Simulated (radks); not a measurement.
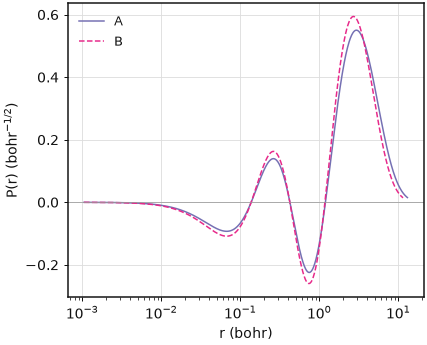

A free Cd atom was computed in two configurations: [Kr] 4d8 5s2 5p2 (open shells shared over both j by 2j + 1); [Kr] 4d9 5s2 5p1 (open shells shared over both j by 2j + 1). Level of theory: Dirac Kohn-Sham, LDA (Slater exchange, Perdew-Wang correlation), spin-unpolarised, spherical densities, point nucleus. Computed with the in-house radial solver radks.

The plot shows P(r) = r R(r) of the 5p3/2 orbital in both runs (large components where relativistic).

Assign A and B.

A is [Kr] 4d9 5s2 5p1 (open shells shared over both j by 2j + 1) (⟨r⟩ = 3.78 bohr, eigenvalue −2.61 eV); B is [Kr] 4d8 5s2 5p2 (open shells shared over both j by 2j + 1) (⟨r⟩ = 3.38 bohr, eigenvalue −3.69 eV). The orbital is smaller where the other electrons screen the nucleus less.
